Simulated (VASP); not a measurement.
# Si2Mo with PBE + D3(BJ): from relaxation to properties, part 3 of 4

What structure and properties does PBE + D3(BJ) give Si2Mo, and how near are they to the measured ones? The start is a cell from a database of measured crystal structures.

VASP 6.6.1, plane waves and PAW; the level of theory is named at each step.

So far. Step 4 (Density, ELF and potential (PBE + D3(BJ))): In this run the pressure is 0.06 GPa, small enough to go on. Step 5 (Bands along the symmetry lines (PBE + D3(BJ))): There is no gap at this level. The relaxed cell has a = 3.178, c = 7.790 Å (conventional setting).

The database entry behind the starting cell is an old determination (1927), so it need not match the best structure at ambient conditions.

### 6. Density of states (PBE + D3(BJ))

Level of this step: PBE with D3(BJ); plane waves and PAW (Si, Mo_sv) (VASP).

Here the states are counted by energy and projected on the atoms. The mesh is finer than in the run before.

The input, INCAR:

```
SYSTEM = Si2Mo
PREC = Accurate
ENCUT = 400
EDIFF = 1E-06
NELM = 100
ISMEAR = -5
SIGMA = 0.05
LREAL = .FALSE.
ALGO = Normal
GGA = PE
IVDW = 12
NBANDS = 24
LASPH = .TRUE.
LORBIT = 11
LWAVE = .FALSE.
LCHARG = .FALSE.
KPAR = 2
NEDOS = 2001
```

The input, POSCAR:

```
Si2Mo
1.0
   -1.5890689334      1.5890689334      3.8950969645
    1.5890689334     -1.5890689334      3.8950969645
    1.5890689334      1.5890689334     -3.8950969645
Si Mo
2 1
Direct
    0.3347889275      0.3347889275      0.0000000000
    0.6652110725      0.6652110725      0.0000000000
    0.0000000000      0.0000000000      0.0000000000
```

The input, KPOINTS:

```
Automatic mesh
0
Gamma
14 14 14
0 0 0
```

PAW data sets: Si and Mo_sv (PBE family, release 64).

On the command line:

```console
$ mpirun -np 2 vasp_std
```

Log:

```text
[... set-up lines as in an earlier step ...]
 entering main loop
       N       E                     dE             d eps       ncg     rms          rms(c)
DAV:   1     0.101577760631E+03    0.10158E+03   -0.92317E+03 11800   0.717E+02
DAV:   2    -0.217856223009E+02   -0.12336E+03   -0.11988E+03 14432   0.219E+02
DAV:   3    -0.241008130217E+02   -0.23152E+01   -0.23071E+01 14464   0.275E+01
DAV:   4    -0.241089231697E+02   -0.81101E-02   -0.81094E-02 13128   0.203E+00
DAV:   5    -0.241089765439E+02   -0.53374E-04   -0.53370E-04 14600   0.150E-01    0.226E+01
DAV:   6    -0.233729539285E+02    0.73602E+00   -0.38977E+00 12648   0.115E+01    0.520E+00
DAV:   7    -0.232597166024E+02    0.11324E+00   -0.60111E-01 12464   0.388E+00    0.471E+00
DAV:   8    -0.232250567766E+02    0.34660E-01   -0.77869E-02 13888   0.173E+00    0.439E-01
DAV:   9    -0.232242566162E+02    0.80016E-03   -0.18504E-03 13488   0.268E-01    0.252E-01
DAV:  10    -0.232241932550E+02    0.63361E-04   -0.28992E-04 13728   0.120E-01    0.453E-02
DAV:  11    -0.232241854801E+02    0.77749E-05   -0.75430E-05 13560   0.549E-02    0.346E-02
DAV:  12    -0.232241902234E+02   -0.47433E-05   -0.95294E-06 13912   0.188E-02    0.121E-02
DAV:  13    -0.232241880913E+02    0.21321E-05   -0.97505E-07  7200   0.695E-03    0.453E-03
DAV:  14    -0.232241879038E+02    0.18750E-06   -0.45633E-08  6488   0.133E-03
   1 F= -.24994005E+02 E0= -.24994005E+02  d E =0.000000E+00
 -----------------------------------------------------------------------------
|                                                                             |
|           W    W    AA    RRRRR   N    N  II  N    N   GGGG   !!!           |
|           W    W   A  A   R    R  NN   N  II  NN   N  G    G  !!!           |
|           W    W  A    A  R    R  N N  N  II  N N  N  G       !!!           |
|           W WW W  AAAAAA  RRRRR   N  N N  II  N  N N  G  GGG   !            |
|           WW  WW  A    A  R   R   N   NN  II  N   NN  G    G                |
|           W    W  A    A  R    R  N    N  II  N    N   GGGG   !!!           |
|                                                                             |
|     Tetrahedron method does not include variations of the Fermi             |
|     occupations, so forces and stress will be inaccurate. We suggest        |
|     using a different smearing scheme ISMEAR = 1 or 2 for metals in         |
|     relaxations.                                                            |
|                                                                             |
 -----------------------------------------------------------------------------
```

The job ended after 93 s (2 MPI ranks of AMD EPYC 7R43, shared host; peak memory 0.52 GiB).

From OUTCAR (step 6):

```text
   k-points           NKPTS =    244   k-points in BZ     NKDIM =    244   number of bands    NBANDS=     24

   NELECT =      22.0000    total number of electrons

 E-fermi :  12.5914

 k-point     1 :       0.0000    0.0000    0.0000
  band No.  band energies     occupation
    ...
      6       6.0767      2.00000
      7       9.2098      2.00000
      8       9.4503      2.00000
      9       9.9168      2.00000
     10       9.9168      2.00000
     11      12.9887     -0.21715
     12      15.7056      0.00000
     13      15.8823      0.00000
     14      16.2012      0.00000
     15      16.2012      0.00000
    ...

 Edisp (eV)   -1.76982

  Total       0.00316     0.00316     0.02794     0.00000     0.00000     0.00000
  in kB       0.12863     0.12863     1.13786     0.00000     0.00000     0.00000
  external pressure =        0.47 kB  Pullay stress =        0.00 kB

 POSITION                                       TOTAL-FORCE (eV/Angst)
 -----------------------------------------------------------------------------------
      0.00000      0.00000      2.60807        -0.000000     -0.000000     -0.016558
      0.00000      0.00000      5.18212         0.000000      0.000000      0.016558
      0.00000      0.00000      0.00000         0.000000      0.000000     -0.000000
 -----------------------------------------------------------------------------------
    total drift:                                0.000000      0.000000     -0.000000

  FREE ENERGIE OF THE ION-ELECTRON SYSTEM (eV)
  ---------------------------------------------------
  free  energy   TOTEN  =       -24.9940054304 eV

  energy  without entropy=      -24.9940054304  energy(sigma->0) =      -24.99400543

[... 6 parts as in an earlier step ...]

[... 10 further parts left out ...]
```

With tetrahedra the forces and stress of a metal are not exact derivatives of the energy.

Numbers from this step:

```
SCF cycles             : 14
irreducible k-points   : 244
Fermi energy           : 12.59 eV
pressure               : 0.04650 GPa
DOS at the Fermi level : 0.2416 states/eV/cell
```

The density of states has structure finer than the step of the table below, so its rows give means over 1 eV, whole bins alone (the curve runs from -12.0 to 5.24 eV). Peaks (eV: height): total -2.4: 4.76, 2.2: 2.56, 3.6: 2.23, 4.5: 2.42; Mo d -2.3: 2.14, 2.2: 1.57, 3.6: 0.839; Si p -6.1: 0.346, -2.4: 0.668, 4.5: 0.366; Si s -9.9: 0.282, -9.2: 0.379, -8.7: 0.352, 2.4: 0.278; Mo p -8.7: 0.0342, -5.3: 0.0306, -2.0: 0.159.

States under -12.0 eV and over 5.2 eV are left out. The density of states by energy, zero at the Fermi level; means over each step; values in states/eV/cell:

| energy (eV) | total | Mo d | Si p | Si s | Mo p | Mo s |
| --- | --- | --- | --- | --- | --- | --- |
| -11 | 0.517 | 0.0141 | 0.0236 | 0.176 | 0.0137 | 0.0187 |
| -10 | 0.681 | 0.0422 | 0.0389 | 0.223 | 0.0176 | 0.0186 |
| -9 | 0.920 | 0.0966 | 0.0609 | 0.286 | 0.0230 | 0.0205 |
| -8 | 0.730 | 0.102 | 0.0708 | 0.190 | 0.0135 | 0.0109 |
| -7 | 0.510 | 0.0923 | 0.0748 | 0.0857 | 0.00585 | 0.0128 |
| -6 | 1.12 | 0.186 | 0.264 | 0.0289 | 0.0222 | 0.0451 |
| -5 | 0.874 | 0.175 | 0.171 | 0.0618 | 0.0181 | 0.0236 |
| -4 | 1.36 | 0.418 | 0.191 | 0.0879 | 0.0236 | 0.0571 |
| -3 | 2.32 | 1.00 | 0.306 | 0.0711 | 0.0466 | 0.0348 |
| -2 | 3.15 | 1.33 | 0.460 | 0.0478 | 0.111 | 0.0158 |
| -1 | 1.05 | 0.651 | 0.0894 | 0.0113 | 0.0102 | 5.5e-4 |
| 0 | 0.320 | 0.195 | 0.0327 | 0.00567 | 0.00278 | 2.3e-4 |
| 1 | 0.888 | 0.436 | 0.105 | 0.0647 | 0.00802 | 0.00248 |
| 2 | 2.16 | 1.19 | 0.198 | 0.164 | 0.0218 | 0.0183 |
| 3 | 1.67 | 0.651 | 0.206 | 0.145 | 0.0226 | 0.0452 |
| 4 | 2.01 | 0.696 | 0.254 | 0.101 | 0.0301 | 0.0965 |

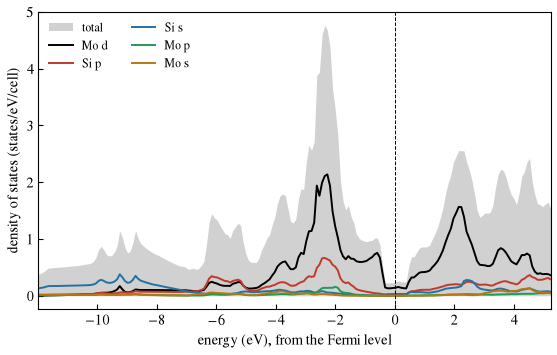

Density of states against energy.

The finer mesh and the other smearing move the Fermi level by +0.06 eV from the 10×10×10 run, one measure of the sampling error in the zero of the bands above. Of the states within 0.3 eV of the Fermi level, the largest shares in the PAW spheres are Mo d 58 % and Si p 13 %. The rest lies in smaller channels or between the spheres.

### 7. Band structure (PBE + D3(BJ) + SOC)

This step: PBE with D3(BJ), spin-orbit coupling; plane waves and PAW (Si, Mo_sv) (VASP 6.6.1).

Levels along the symmetry lines show where the bands peak and cross; KPOINTS_OPT computes them in the converged potential. Spin-orbit coupling needs spinors and the noncollinear program, where each band holds one electron.

The input, INCAR:

```
SYSTEM = Si2Mo
PREC = Accurate
ENCUT = 400
EDIFF = 1E-06
NELM = 100
ISMEAR = 0
SIGMA = 0.05
LREAL = .FALSE.
ALGO = Normal
GGA = PE
IVDW = 12
LNONCOLLINEAR = .TRUE.
MAGMOM = 0 0 0 0 0 0 0 0 0
NBANDS = 34
GGA_COMPAT = .FALSE.
LASPH = .TRUE.
LSORBIT = .TRUE.
LMAXMIX = 4
LORBIT = 11
LWAVE = .FALSE.
LCHARG = .FALSE.
KPAR = 2
```

POSCAR is that of step 6.

The input, KPOINTS:

```
Automatic mesh
0
Gamma
8 8 8
0 0 0
```

The input, KPOINTS_OPT:

```
Line mode
16
Line-mode
Reciprocal
  0.00000000   0.00000000   0.00000000 GAMMA
 -0.50000000   0.50000000   0.00000000 X

 -0.50000000   0.50000000   0.00000000 X
 -0.50000000   0.50000000  -0.08321832 Y

 -0.50000000   0.50000000  -0.08321832 Y
 -0.29160916   0.29160916  -0.29160916 S

 -0.29160916   0.29160916  -0.29160916 S
  0.00000000   0.00000000   0.00000000 GAMMA

  0.00000000   0.00000000   0.00000000 GAMMA
  0.50000000   0.50000000  -0.50000000 Z

  0.50000000   0.50000000  -0.50000000 Z
  0.29160916   0.70839084  -0.70839084 S1

  0.29160916   0.70839084  -0.70839084 S1
  0.00000000   0.50000000  -0.50000000 N

  0.00000000   0.50000000  -0.50000000 N
 -0.25000000   0.75000000  -0.25000000 P

 -0.25000000   0.75000000  -0.25000000 P
  0.08321832   0.91678168  -0.50000000 Y1

  0.08321832   0.91678168  -0.50000000 Y1
  0.50000000   0.50000000  -0.50000000 Z

 -0.50000000   0.50000000   0.00000000 X
 -0.25000000   0.75000000  -0.25000000 P
```

On the command line:

```console
$ mpirun -np 2 vasp_ncl
```

Log:

```text
[... set-up lines as in an earlier step ...]
 entering main loop
       N       E                     dE             d eps       ncg     rms          rms(c)
DAV:   1     0.133244784286E+03    0.13324E+03   -0.98955E+03  4164   0.102E+03
DAV:   2    -0.196410188674E+02   -0.15289E+03   -0.14672E+03  4674   0.307E+02
DAV:   3    -0.241580104074E+02   -0.45170E+01   -0.44292E+01  5050   0.481E+01
DAV:   4    -0.242054815137E+02   -0.47471E-01   -0.47338E-01  4722   0.496E+00
DAV:   5    -0.242060561056E+02   -0.57459E-03   -0.57412E-03  4952   0.500E-01    0.226E+01
DAV:   6    -0.234705721658E+02    0.73548E+00   -0.37928E+00  4428   0.162E+01    0.507E+00
DAV:   7    -0.233588170466E+02    0.11176E+00   -0.49900E-01  4310   0.571E+00    0.469E+00
DAV:   8    -0.233266061738E+02    0.32211E-01   -0.66563E-02  4586   0.224E+00    0.604E-01
DAV:   9    -0.233261037503E+02    0.50242E-03   -0.24903E-03  4886   0.356E-01    0.316E-01
DAV:  10    -0.233259641136E+02    0.13964E-03   -0.17179E-04  4564   0.120E-01    0.166E-01
DAV:  11    -0.233259665636E+02   -0.24500E-05   -0.12124E-04  5008   0.101E-01    0.370E-02
DAV:  12    -0.233259606122E+02    0.59514E-05   -0.37545E-05  4392   0.517E-02    0.121E-02
DAV:  13    -0.233259603140E+02    0.29826E-06   -0.29530E-06  3968   0.149E-02
   1 F= -.25095778E+02 E0= -.25095602E+02  d E =-.351097E-03  mag=    -0.0000     0.0000     0.0000
 Start KPOINTS_OPT (optional k-point list driver)
k-point batch [1-59\176]
       N       E                     dE             ncg
DAV:   1     0.173633775749E+04   -0.34350E+05     4340
DAV:   2    -0.700302793804E+04   -0.87394E+04     4700
DAV:   3    -0.726526568504E+04   -0.26224E+03     5010
DAV:   4    -0.726790277346E+04   -0.26371E+01     4594
DAV:   5    -0.726792791905E+04   -0.25146E-01     4868
DAV:   6    -0.726792824716E+04   -0.32811E-03     4720
DAV:   7    -0.726792825127E+04   -0.41117E-05     4390
DAV:   8    -0.726792825140E+04   -0.12739E-06     3260
[...]
k-point batch [119-176\176]
       N       E                     dE             ncg
DAV:   1     0.216693831958E+04   -0.42770E+05     4296
DAV:   2    -0.614980082012E+04   -0.83167E+04     4662
DAV:   3    -0.639641395465E+04   -0.24661E+03     4770
DAV:   4    -0.639892142092E+04   -0.25075E+01     4454
DAV:   5    -0.639894461585E+04   -0.23195E-01     4446
DAV:   6    -0.639894500958E+04   -0.39373E-03     4578
DAV:   7    -0.639894501842E+04   -0.88366E-05     4036
DAV:   8    -0.639894501872E+04   -0.30502E-06     3060
```

Run time: 3.1 min. Hardware: 2 MPI ranks; peak memory 0.67 GiB; 5.6 min of CPU time.

OUTCAR, selected parts (step 7):

```text
   k-points           NKPTS =     59   k-points in BZ     NKDIM =     59   number of bands    NBANDS=     34

   NELECT =      22.0000    total number of electrons

 E-fermi :  12.5728

 k-point     1 :       0.0000    0.0000    0.0000
  band No.  band energies     occupation
    ...
     16       9.4481      1.00000
     17       9.8885      1.00000
     18       9.8885      1.00000
     19       9.9451      1.00000
     20       9.9451      1.00000
     21      12.9917      0.00000
     22      12.9917      0.00000
     23      15.7050      0.00000
     24      15.7050      0.00000
     25      15.8471      0.00000
    ...

 Edisp (eV)   -1.76982

  Total       0.00156     0.00156     0.00369     0.00000    -0.00000     0.00000
  in kB       0.06345     0.06345     0.15035     0.00000    -0.00000     0.00000
  external pressure =        0.09 kB  Pullay stress =        0.00 kB

 POSITION                                       TOTAL-FORCE (eV/Angst)
 -----------------------------------------------------------------------------------
      0.00000      0.00000      2.60807         0.000000      0.000000     -0.011914
      0.00000      0.00000      5.18212        -0.000000     -0.000000      0.011914
      0.00000      0.00000      0.00000        -0.000000     -0.000000      0.000000
 -----------------------------------------------------------------------------------
    total drift:                                0.000000     -0.000000      0.000000

  FREE ENERGIE OF THE ION-ELECTRON SYSTEM (eV)
  ---------------------------------------------------
  free  energy   TOTEN  =       -25.0957778405 eV

  energy  without entropy=      -25.0954267437  energy(sigma->0) =      -25.09560229

 Spin-Orbit-Coupling matrix elements
 Ion:    1  E_soc:     -0.0005550
 Ion:    2  E_soc:     -0.0005550
 Ion:    3  E_soc:     -0.1952746

 magnetization (x)
# of ion       s       p       d       tot
------------------------------------------
    1        0.000   0.000   0.000   0.000
    2        0.000  -0.000   0.000  -0.000
    3        0.000   0.000   0.000   0.000
--------------------------------------------------
tot          0.000  -0.000   0.000  -0.000

 magnetization (y)
# of ion       s       p       d       tot
------------------------------------------
    1        0.000   0.000   0.000   0.000
    2        0.000  -0.000   0.000  -0.000
    3        0.000   0.000  -0.000  -0.000
--------------------------------------------------
tot          0.000   0.000  -0.000  -0.000

 magnetization (z)
# of ion       s       p       d       tot
------------------------------------------
    1        0.000   0.000   0.000   0.000
    2        0.000   0.000   0.000   0.000
    3        0.000   0.000  -0.000  -0.000
--------------------------------------------------
tot          0.000   0.000  -0.000  -0.000

[... 6 parts as in an earlier step ...]

[... 10 further parts left out ...]
```

Numbers from this step:

```yaml
scf_cycles: 13
bands: 34
irreducible_k_points: 59
free_energy_toten: -25.10 eV
energy_at_zero_smearing: -25.10 eV
fermi_energy: 12.57 eV
pressure: 0.009242 GPa
```

On-site spin-orbit energy by atom:

| atom | on-site spin-orbit energy (eV) |
| --- | --- |
| Si1 | -0.001 |
| Si2 | -0.001 |
| Mo3 | -0.195 |

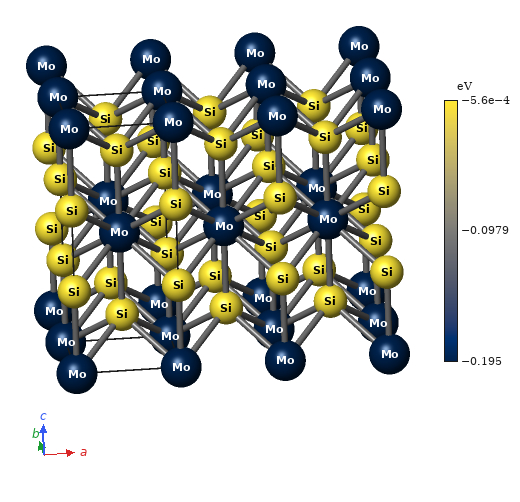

Atoms coloured by on-site spin-orbit energy. 3×2×1 conventional cells are drawn. Some periodic images of atoms are drawn too.

The electronic bands at the labelled points (eV, zero at the Fermi level; # counts the bands kept, so #1 is VASP's band 9):

| point | #11 | #12 | #13 | #14 | #15 | #16 | #17 | #18 |
| --- | --- | --- | --- | --- | --- | --- | --- | --- |
| Γ | -2.63 | -2.63 | 0.42 | 0.42 | 3.13 | 3.13 | 3.27 | 3.27 |
| X | -3.12 | -3.12 | -1.17 | -1.17 | 2.42 | 2.42 | 2.85 | 2.85 |
| Y | -2.99 | -2.99 | -1.77 | -1.77 | 1.85 | 1.85 | 2.12 | 2.12 |
| S | -2.30 | -2.30 | -0.40 | -0.40 | 1.59 | 1.59 | 3.06 | 3.06 |
| Γ | -2.63 | -2.63 | 0.42 | 0.42 | 3.13 | 3.13 | 3.27 | 3.27 |
| Z | -0.53 | -0.53 | -0.50 | -0.50 | -0.40 | -0.40 | 0.56 | 0.56 |
| S1 | -2.30 | -2.30 | -0.40 | -0.40 | 1.59 | 1.59 | 3.06 | 3.06 |
| N | -2.59 | -2.59 | -0.50 | -0.50 | 2.37 | 2.37 | 3.16 | 3.16 |
| P | -2.12 | -2.12 | -2.04 | -2.04 | 0.37 | 0.37 | 2.42 | 2.42 |
| Y1 | -2.99 | -2.99 | -1.77 | -1.77 | 1.85 | 1.85 | 2.12 | 2.12 |
| Z | -0.53 | -0.53 | -0.50 | -0.50 | -0.40 | -0.40 | 0.56 | 0.56 |
| jump to X | -3.12 | -3.12 | -1.17 | -1.17 | 2.42 | 2.42 | 2.85 | 2.85 |
| P | -2.12 | -2.12 | -2.04 | -2.04 | 0.37 | 0.37 | 2.42 | 2.42 |

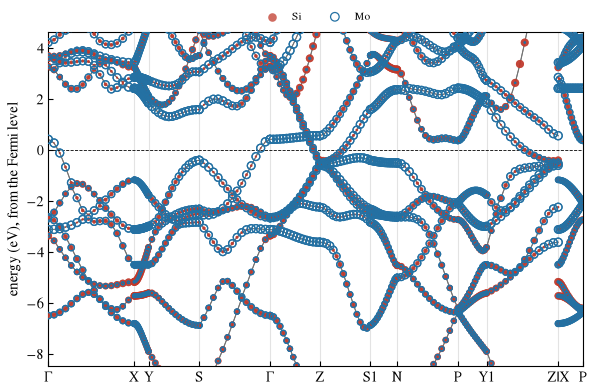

Electronic bands along the path; dots are coloured as in the legend, and their area grows with the weight.

There is no gap at this level.

(Part 3 of 4 ends here.)

[Lines on the potential files, build, host, timing and source positions are cut from VASP's logs without a mark.]

[Logs are printed without paths, hosts, clocks, repeated set-up lines and the standing remarks that a program may print on its own settings, such as how far it seeks lower states.]

[Hosts, paths, dates, database ids (printed as entryN), source tags and the programs' standing remarks are cut or masked in the printed files.]

[Measured values are set beside computed ones only where the two were judged alike; some that the calculation misses by far are left out.]
